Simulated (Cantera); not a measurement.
Input: 1 mol H2O, 0.043 mol O2, a varied amount of N2, equilibrated at 625 K and 24.0 Pa.

Cantera equilibrium calculation (NASA polynomials, part measured and part estimated; ideal gas, pure solids and liquids). Candidate condensed phases: H2O; 24 gas species. Equilibrium is a limit: real reactors are often held back by kinetics, nucleation or transport.

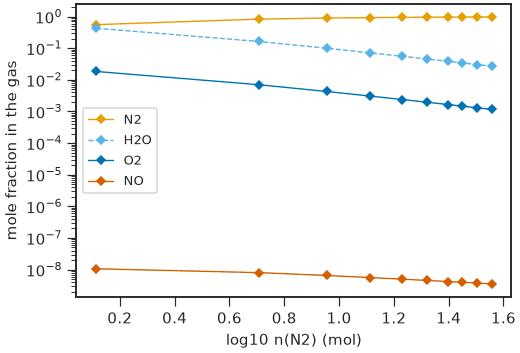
*Equilibrium gas composition (values under 1e-9 drawn at 1e-9)*

Task: Read off the mole fractions at 5.1 mol N2.

Result: N2 about 0.83, H2O about 0.16, O2 about 0.0070.
